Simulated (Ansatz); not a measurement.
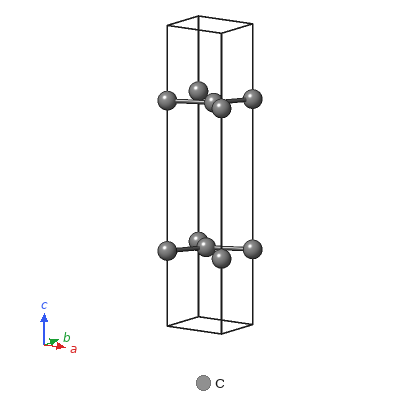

C, space group P6_3/mmc (No. 194), a = 2.467 Å, b = 2.467 Å, c = 8.647 Å, α = 90.00°, β = 90.00°, γ = 120.00°. Origin: the geometry relaxed at fixed volume with DFT PBE, spin-orbit coupling, plane waves, PAW in Ansatz 0.2.0. Forms under 0.4 % of the area are left out.

Q: What shape follows from the Bravais–Friedel–Donnay–Harker rule?

A: The forms computed, by share of the surface:

```csv
form,faces,d (Å),share of area (%)
{002},2,4.324,47.2
{100},6,2.136,26.4
{101},12,2.074,26.4
```

Widths along a, b and c stand as 1.00 : 1.00 : 0.43.

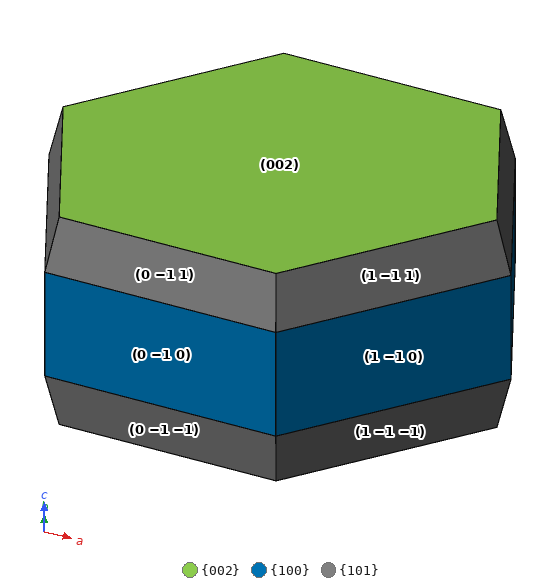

The computed shape, faces indexed. The rule is geometric and ignores bonding and growth conditions.
